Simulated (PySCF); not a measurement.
## Geometry relaxation, with input and output: SiF (charge +1) (part 2 of 2)

SiF, charge +1; UKS-m06l/ano-rcc-vdzp, optimize (PySCF 2.14.0). Some settings of this run were made unusual or wrong on purpose.

Geometry of the input (Å):
```
Si 0.0000  0.0000  0.0000
F  0.0000  0.0000  1.4820
```

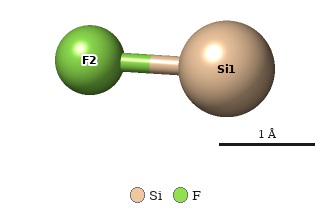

**Figure 1.** The input geometry (ball-and-stick view, seen at a tilt; atoms are numbered from 1 in the order of the input).

**Output, continued**
```
----------------------------------------------
cycle 2: E = -388.896854146  dE = -0.00750444  norm(grad) = 0.0428056
Step    1 : Displace = 3.166e-02/3.166e-02 (rms/max) Trust = 1.000e-01 (=) Grad = 3.027e-02/3.027e-02 (rms/max) E (change) = -388.8968541457 (-7.504e-03) Quality = 1.264
Hessian Eigenvalues: 5.00000e-02 5.00000e-02 5.00000e-02 ... 5.00000e-02 5.00000e-02 5.76618e-01

Geometry optimization cycle 3
Cartesian coordinates (Angstrom)
 Atom        New coordinates             dX        dY        dZ
  Si   0.000000   0.000000  -0.045545    0.000000  0.000000 -0.013889
   F   0.000000   0.000000   1.527545    0.000000  0.000000  0.013889
New geometry
   1 Si     0.000000000000   0.000000000000  -0.045545119929 AA    0.000000000000   0.000000000000  -0.086067802977 Bohr
   2 F      0.000000000000   0.000000000000   1.527545119929 AA    0.000000000000   0.000000000000   2.886641919583 Bohr

******** <class 'pyscf.scf.hf.DFSymAdaptedUKS_Scanner'> ********
method = DFSymAdaptedUKS_Scanner
initial guess = minao
damping factor = 0
level_shift factor = 0
DIIS = <class 'pyscf.scf.diis.CDIIS'>
diis_start_cycle = 1
diis_space = 8
diis_damp = 0
SCF conv_tol = 1e-09
SCF conv_tol_grad = None
SCF max_cycles = 50
direct_scf = False
number electrons alpha = 11  beta = 11
XC library pyscf.dft.libxc version 7.0.0
    S. Lehtola, C. Steigemann, M. J.T. Oliveira, and M. A.L. Marques.,  SoftwareX 7, 1–5 (2018)
XC functionals = m06l
    Y. Zhao and D. G. Truhlar.,  J. Chem. Phys. 125, 194101 (2006)
    Y. Zhao and D. G. Truhlar.,  J. Chem. Phys. 125, 194101 (2006)
    Y. Zhao and D. G. Truhlar.,  Theor. Chem. Acc. 120, 215 (2008)
radial grids:
    Treutler-Ahlrichs [JCP 102, 346 (1995); DOI:10.1063/1.469408] (M4) radial grids

becke partition: Becke, JCP 88, 2547 (1988); DOI:10.1063/1.454033
pruning grids: <function nwchem_prune>
grids dens level: 3
symmetrized grids: True
atomic radii adjust function: <function treutler_atomic_radii_adjust>
small_rho_cutoff = 0
Freeze 0 electrons in irreps []
    22 free electrons in irreps A1 E1x E1y E2x E2y
Set gradient conv threshold to 3.16228e-05
tot grids = 33448
init E= -388.885880437313
alpha HOMO (A1) = -0.623705001515064  LUMO (E1x) = -0.398986645134014
beta  HOMO (A1) = -0.623705001515066  LUMO (E1x) = -0.398986645134015
  HOMO = -0.623705001515  LUMO = -0.398986645134  gap/eV = 6.11490
cycle= 1 E= -388.897789407729  delta_E= -0.0119  |g|= 0.00596  |ddm|= 0.0297
alpha HOMO (A1) = -0.621428523128443  LUMO (E1x) = -0.396452362502135
beta  HOMO (A1) = -0.621428523128442  LUMO (E1x) = -0.396452362502136
  HOMO = -0.621428523128  LUMO = -0.396452362502  gap/eV = 6.12191
cycle= 2 E= -388.897767514484  delta_E= 2.19e-05  |g|= 0.0102  |ddm|= 0.0181
alpha HOMO (A1) = -0.621631876524169  LUMO (E1x) = -0.396412722712071
beta  HOMO (A1) = -0.621631876524169  LUMO (E1x) = -0.396412722712071
  HOMO = -0.621631876524  LUMO = -0.396412722712  gap/eV = 6.12853
cycle= 3 E= -388.897811155218  delta_E= -4.36e-05  |g|= 0.00235  |ddm|= 0.00916
alpha HOMO (A1) = -0.621476519263563  LUMO (E1x) = -0.396431812013683
beta  HOMO (A1) = -0.621476519263562  LUMO (E1x) = -0.396431812013683
  HOMO = -0.621476519264  LUMO = -0.396431812014  gap/eV = 6.12378
cycle= 4 E= -388.897813331389  delta_E= -2.18e-06  |g|= 0.000228  |ddm|= 0.0021
alpha HOMO (A1) = -0.621478406032823  LUMO (E1x) = -0.396427613438889
beta  HOMO (A1) = -0.621478406032821  LUMO (E1x) = -0.39642761343889
  HOMO = -0.621478406033  LUMO = -0.396427613439  gap/eV = 6.12394
cycle= 5 E= -388.897813353264  delta_E= -2.19e-08  |g|= 1.06e-05  |ddm|= 0.000197
alpha HOMO (A1) = -0.621485068677304  LUMO (E1x) = -0.396433307346776
beta  HOMO (A1) = -0.621485068677303  LUMO (E1x) = -0.396433307346776
  HOMO = -0.621485068677  LUMO = -0.396433307347  gap/eV = 6.12397
cycle= 6 E= -388.897813353363  delta_E= -9.89e-11  |g|= 1.55e-06  |ddm|= 2.24e-05
alpha HOMO (A1) = -0.621485118915387  LUMO (E1x) = -0.396433310159101
beta  HOMO (A1) = -0.621485118915384  LUMO (E1x) = -0.396433310159101
  HOMO = -0.621485118915  LUMO = -0.396433310159  gap/eV = 6.12397
Extra cycle  E= -388.897813353358  delta_E= 4.89e-12  |g|= 3.6e-06  |ddm|= 4.37e-06
converged SCF energy = -388.897813353358  <S^2> = 0  2S+1 = 1

******** <class 'pyscf.grad.rhf.Gradients_Scanner'> for <class 'pyscf.scf.hf.DFSymAdaptedUKS_Scanner'> ********
unit = Eh/Bohr
grid_response = True
--------------- DFSymAdaptedUKS_Scanner gradients ---------------
         x                y                z
0 Si     0.0000000000     0.0000000000     0.0068450576
1 F     0.0000000000     0.0000000000    -0.0068450576
----------------------------------------------
cycle 3: E = -388.897813353  dE = -0.000959208  norm(grad) = 0.00968037
Step    2 : Displace = 1.389e-02/1.389e-02 (rms/max) Trust = 1.414e-01 (+) Grad = 6.845e-03/6.845e-03 (rms/max) E (change) = -388.8978133534 (-9.592e-04) Quality = 1.207
Hessian Eigenvalues: 5.00000e-02 5.00000e-02 5.00000e-02 ... 5.00000e-02 5.00000e-02 4.46218e-01

Geometry optimization cycle 4
Cartesian coordinates (Angstrom)
 Atom        New coordinates             dX        dY        dZ
  Si   0.000000   0.000000  -0.049604    0.000000  0.000000 -0.004059
   F   0.000000   0.000000   1.531604    0.000000  0.000000  0.004059
New geometry
   1 Si     0.000000000000   0.000000000000  -0.049603956128 AA    0.000000000000   0.000000000000  -0.093737891777 Bohr
   2 F      0.000000000000   0.000000000000   1.531603956129 AA    0.000000000000   0.000000000000   2.894312008385 Bohr

******** <class 'pyscf.scf.hf.DFSymAdaptedUKS_Scanner'> ********
method = DFSymAdaptedUKS_Scanner
initial guess = minao
damping factor = 0
level_shift factor = 0
DIIS = <class 'pyscf.scf.diis.CDIIS'>
diis_start_cycle = 1
diis_space = 8
diis_damp = 0
SCF conv_tol = 1e-09
SCF conv_tol_grad = None
SCF max_cycles = 50
direct_scf = False
number electrons alpha = 11  beta = 11
XC library pyscf.dft.libxc version 7.0.0
    S. Lehtola, C. Steigemann, M. J.T. Oliveira, and M. A.L. Marques.,  SoftwareX 7, 1–5 (2018)
XC functionals = m06l
    Y. Zhao and D. G. Truhlar.,  J. Chem. Phys. 125, 194101 (2006)
    Y. Zhao and D. G. Truhlar.,  J. Chem. Phys. 125, 194101 (2006)
    Y. Zhao and D. G. Truhlar.,  Theor. Chem. Acc. 120, 215 (2008)
radial grids:
    Treutler-Ahlrichs [JCP 102, 346 (1995); DOI:10.1063/1.469408] (M4) radial grids

becke partition: Becke, JCP 88, 2547 (1988); DOI:10.1063/1.454033
pruning grids: <function nwchem_prune>
grids dens level: 3
symmetrized grids: True
atomic radii adjust function: <function treutler_atomic_radii_adjust>
small_rho_cutoff = 0
Freeze 0 electrons in irreps []
    22 free electrons in irreps A1 E1x E1y E2x E2y
Set gradient conv threshold to 3.16228e-05
tot grids = 33448
init E= -388.894278880959
alpha HOMO (A1) = -0.622463622604693  LUMO (E1x) = -0.397996284510875
beta  HOMO (A1) = -0.622463622604693  LUMO (E1x) = -0.397996284510875
  HOMO = -0.622463622605  LUMO = -0.397996284511  gap/eV = 6.10807
cycle= 1 E= -388.897867711344  delta_E= -0.00359  |g|= 0.00194  |ddm|= 0.00864
alpha HOMO (A1) = -0.621715482180448  LUMO (E1x) = -0.397209880942412
beta  HOMO (A1) = -0.621715482180448  LUMO (E1x) = -0.397209880942412
  HOMO = -0.62171548218  LUMO = -0.397209880942  gap/eV = 6.10911
cycle= 2 E= -388.89786443987  delta_E= 3.27e-06  |g|= 0.00364  |ddm|= 0.00584
alpha HOMO (A1) = -0.621798789546474  LUMO (E1x) = -0.397199420240538
beta  HOMO (A1) = -0.621798789546473  LUMO (E1x) = -0.397199420240538
  HOMO = -0.621798789546  LUMO = -0.397199420241  gap/eV = 6.11166
cycle= 3 E= -388.897869955712  delta_E= -5.52e-06  |g|= 0.000632  |ddm|= 0.00306
alpha HOMO (A1) = -0.621758759162093  LUMO (E1x) = -0.397210205842438
beta  HOMO (A1) = -0.621758759162092  LUMO (E1x) = -0.397210205842439
  HOMO = -0.621758759162  LUMO = -0.397210205842  gap/eV = 6.11028
cycle= 4 E= -388.897870119628  delta_E= -1.64e-07  |g|= 6.89e-05  |ddm|= 0.000626
alpha HOMO (A1) = -0.621759836719098  LUMO (E1x) = -0.397209457395708
beta  HOMO (A1) = -0.621759836719097  LUMO (E1x) = -0.397209457395707
  HOMO = -0.621759836719  LUMO = -0.397209457396  gap/eV = 6.11033
cycle= 5 E= -388.897870121637  delta_E= -2.01e-09  |g|= 3.18e-06  |ddm|= 6e-05
alpha HOMO (A1) = -0.621761746788866  LUMO (E1x) = -0.39721110321891
beta  HOMO (A1) = -0.621761746788867  LUMO (E1x) = -0.39721110321891
  HOMO = -0.621761746789  LUMO = -0.397211103219  gap/eV = 6.11033
cycle= 6 E= -388.897870121646  delta_E= -8.64e-12  |g|= 4.29e-07  |ddm|= 6.7e-06
alpha HOMO (A1) = -0.621761764326819  LUMO (E1x) = -0.397211105252295
beta  HOMO (A1) = -0.621761764326819  LUMO (E1x) = -0.397211105252295
  HOMO = -0.621761764327  LUMO = -0.397211105252  gap/eV = 6.11033
Extra cycle  E= -388.897870121645  delta_E= 3.41e-13  |g|= 1e-06  |ddm|= 1.22e-06
converged SCF energy = -388.897870121645  <S^2> = 1.0658141e-14  2S+1 = 1

******** <class 'pyscf.grad.rhf.Gradients_Scanner'> for <class 'pyscf.scf.hf.DFSymAdaptedUKS_Scanner'> ********
unit = Eh/Bohr
grid_response = True
--------------- DFSymAdaptedUKS_Scanner gradients ---------------
         x                y                z
0 Si     0.0000000000     0.0000000000     0.0005982506
1 F     0.0000000000     0.0000000000    -0.0005982506
----------------------------------------------
cycle 4: E = -388.897870122  dE = -5.67683e-05  norm(grad) = 0.000846054
Step    3 : Displace = 4.059e-03/4.059e-03 (rms/max) Trust = 2.000e-01 (+) Grad = 5.983e-04/5.983e-04 (rms/max) E (change) = -388.8978701216 (-5.677e-05) Quality = 1.081
Hessian Eigenvalues: 5.00000e-02 5.00000e-02 5.00000e-02 ... 5.00000e-02 5.00000e-02 4.07219e-01

Geometry optimization cycle 5
Cartesian coordinates (Angstrom)
 Atom        New coordinates             dX        dY        dZ
  Si   0.000000   0.000000  -0.049993    0.000000  0.000000 -0.000389
   F   0.000000   0.000000   1.531993    0.000000  0.000000  0.000389
New geometry
   1 Si     0.000000000000   0.000000000000  -0.049992666883 AA    0.000000000000   0.000000000000  -0.094472448645 Bohr
   2 F      0.000000000000   0.000000000000   1.531992666883 AA    0.000000000000   0.000000000000   2.895046565252 Bohr

******** <class 'pyscf.scf.hf.DFSymAdaptedUKS_Scanner'> ********
method = DFSymAdaptedUKS_Scanner
initial guess = minao
damping factor = 0
level_shift factor = 0
DIIS = <class 'pyscf.scf.diis.CDIIS'>
diis_start_cycle = 1
diis_space = 8
diis_damp = 0
SCF conv_tol = 1e-09
SCF conv_tol_grad = None
SCF max_cycles = 50
direct_scf = False
number electrons alpha = 11  beta = 11
XC library pyscf.dft.libxc version 7.0.0
    S. Lehtola, C. Steigemann, M. J.T. Oliveira, and M. A.L. Marques.,  SoftwareX 7, 1–5 (2018)
XC functionals = m06l
    Y. Zhao and D. G. Truhlar.,  J. Chem. Phys. 125, 194101 (2006)
    Y. Zhao and D. G. Truhlar.,  J. Chem. Phys. 125, 194101 (2006)
    Y. Zhao and D. G. Truhlar.,  Theor. Chem. Acc. 120, 215 (2008)
radial grids:
    Treutler-Ahlrichs [JCP 102, 346 (1995); DOI:10.1063/1.469408] (M4) radial grids

becke partition: Becke, JCP 88, 2547 (1988); DOI:10.1063/1.454033
pruning grids: <function nwchem_prune>
grids dens level: 3
symmetrized grids: True
atomic radii adjust function: <function treutler_atomic_radii_adjust>
small_rho_cutoff = 0
Freeze 0 electrons in irreps []
    22 free electrons in irreps A1 E1x E1y E2x E2y
Set gradient conv threshold to 3.16228e-05
tot grids = 33448
init E= -388.897523757394
alpha HOMO (A1) = -0.621855671163521  LUMO (E1x) = -0.397361342355301
beta  HOMO (A1) = -0.621855671163521  LUMO (E1x) = -0.397361342355301
  HOMO = -0.621855671164  LUMO = -0.397361342355  gap/eV = 6.10880
cycle= 1 E= -388.897870547743  delta_E= -0.000347  |g|= 0.000189  |ddm|= 0.000825
alpha HOMO (A1) = -0.621782543413306  LUMO (E1x) = -0.397285017924748
beta  HOMO (A1) = -0.621782543413305  LUMO (E1x) = -0.397285017924748
  HOMO = -0.621782543413  LUMO = -0.397285017925  gap/eV = 6.10889
cycle= 2 E= -388.897870515857  delta_E= 3.19e-08  |g|= 0.000357  |ddm|= 0.000567
alpha HOMO (A1) = -0.621790829390467  LUMO (E1x) = -0.397284070361075
beta  HOMO (A1) = -0.621790829390469  LUMO (E1x) = -0.397284070361075
  HOMO = -0.62179082939  LUMO = -0.397284070361  gap/eV = 6.10914
cycle= 3 E= -388.897870568889  delta_E= -5.3e-08  |g|= 6.04e-05  |ddm|= 0.000298
alpha HOMO (A1) = -0.621787101064385  LUMO (E1x) = -0.39728521840012
beta  HOMO (A1) = -0.621787101064385  LUMO (E1x) = -0.39728521840012
  HOMO = -0.621787101064  LUMO = -0.3972852184  gap/eV = 6.10901
cycle= 4 E= -388.897870570393  delta_E= -1.5e-09  |g|= 6.63e-06  |ddm|= 6.03e-05
alpha HOMO (A1) = -0.621787214662931  LUMO (E1x) = -0.397285159447869
beta  HOMO (A1) = -0.62178721466293  LUMO (E1x) = -0.397285159447868
  HOMO = -0.621787214663  LUMO = -0.397285159448  gap/eV = 6.10901
cycle= 5 E= -388.897870570412  delta_E= -1.86e-11  |g|= 3.07e-07  |ddm|= 5.79e-06
alpha HOMO (A1) = -0.621787429012457  LUMO (E1x) = -0.397285357249608
beta  HOMO (A1) = -0.621787429012456  LUMO (E1x) = -0.397285357249608
  HOMO = -0.621787429012  LUMO = -0.39728535725  gap/eV = 6.10901
Extra cycle  E= -388.897870570411  delta_E= 6.25e-13  |g|= 6.43e-07  |ddm|= 1.15e-06
converged SCF energy = -388.897870570411  <S^2> = 1.0658141e-14  2S+1 = 1

******** <class 'pyscf.grad.rhf.Gradients_Scanner'> for <class 'pyscf.scf.hf.DFSymAdaptedUKS_Scanner'> ********
unit = Eh/Bohr
grid_response = True
--------------- DFSymAdaptedUKS_Scanner gradients ---------------
         x                y                z
0 Si     0.0000000000     0.0000000000     0.0000130704
1 F     0.0000000000     0.0000000000    -0.0000130704
----------------------------------------------
cycle 5: E = -388.89787057  dE = -4.48766e-07  norm(grad) = 1.84844e-05
Step    4 : Displace = 3.887e-04/3.887e-04 (rms/max) Trust = 2.828e-01 (+) Grad = 1.307e-05/1.307e-05 (rms/max) E (change) = -388.8978705704 (-4.488e-07) Quality = 1.021
Hessian Eigenvalues: 5.00000e-02 5.00000e-02 5.00000e-02 ... 5.00000e-02 5.00000e-02 4.07219e-01
Converged! =D

    #| If this code has benefited your research, please support us by citing: |#
    #| Wang, L.-P.; Song, C.C. (2016) "Geometry optimization made simple with |#
    #| translation and rotation coordinates", J. Chem, Phys. 144, 214108.     |#
    #|                                     |#
optimised geometry (angstrom)
Si          0.00000000        0.00000000       -0.04999267
F           0.00000000        0.00000000        1.53199267
orbital energies (hartree): [array([-0.7298, -0.7298, -0.6174, -0.3874, -0.3874, -0.2494]), array([-0.7298, -0.7298, -0.6174, -0.3874, -0.3874, -0.2494])]
```

**What the run reported**

| quantity | value |
| --- | --- |
| outcome | converged |
| SCF energy at the first geometry | −388.889350 hartree |
| hardware | 1 CPU thread, shared host |
| wall time | 13 s |

**What went wrong**

Some settings of this run were drawn to be unusual or wrong. It converged; results that depend on the unusual settings are not reference values.
